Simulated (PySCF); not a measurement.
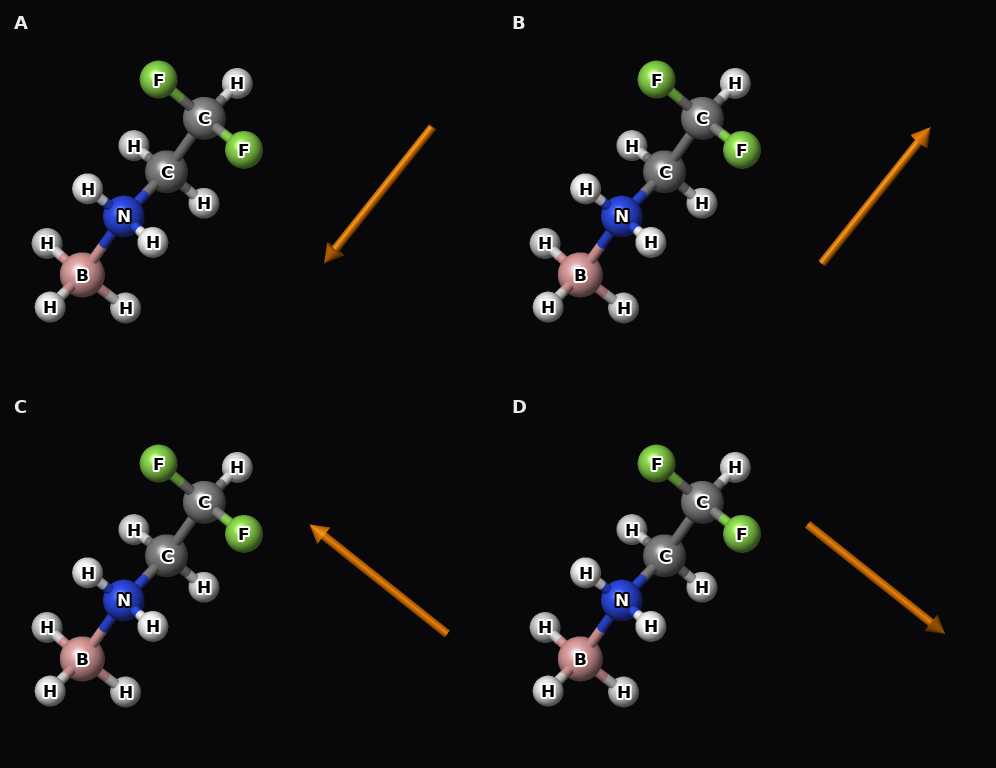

The same molecule four times, each with an arrow. The geometry was computed by an optimisation with GFN2-xTB. No frequency run is at hand to confirm it as a minimum. Level of theory: PBE0/pcSseg-1, gas phase (PySCF 2.14.0).

### Which arrow points along the dipole moment, from the negative to the positive end?

B. The dipole moment is 4.49 D.

The geometry is semi-empirical. Around B such bond lengths and angles can be off by a tenth of an ångström or more and by several degrees, and values that hang on the shape move with them.
